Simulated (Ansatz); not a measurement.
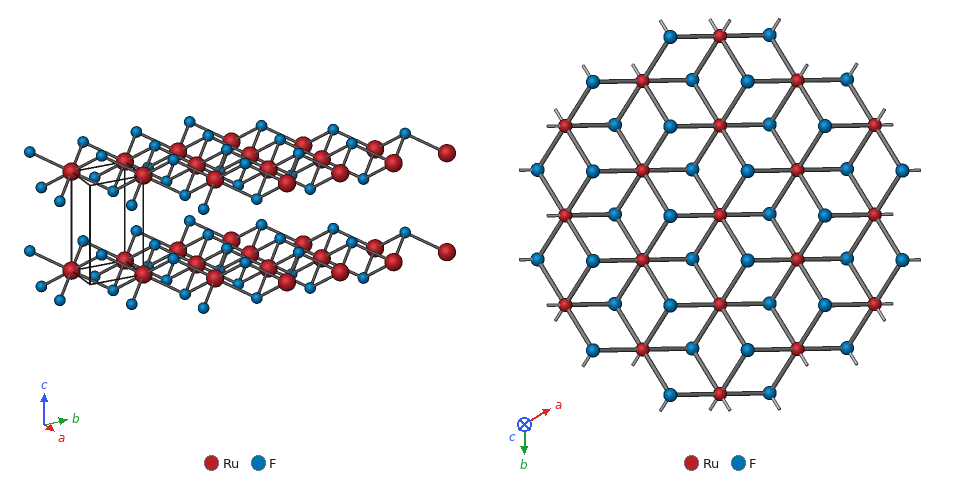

Left: the structure. Right: its underlying net. Nodes are coloured by element. One layer is drawn. Short stubs are edges that leave the cut-out.

RuF₂ (space group P-3m1, No. 164). Coordinates: the geometry relaxed at fixed volume with DFT PBEsol, scalar-relativistic, plane waves, PAW in Ansatz; the starting structure was generated, so it need not be a known form of this composition.

Bonds are taken as F–Ru below 2.4 Å; no other contact counts. The graph is simplified in the usual way: terminal and isolated atoms are pruned, two-connected atoms become edges.

The result is a binodal (3,6)-connected, two-periodic (layers) net: F is a 3-connected node; Ru is a 6-connected node, in the ratio 2:1. It is the kgd net, known from the layers of CdI2 (1T type). The layers lie parallel to (001).

```tsv
node	links	point symbol	coordination sequence
F	3	4^3	3 12 9 24 15
Ru	6	4^6.6^6.8^3	6 6 18 12 30
```
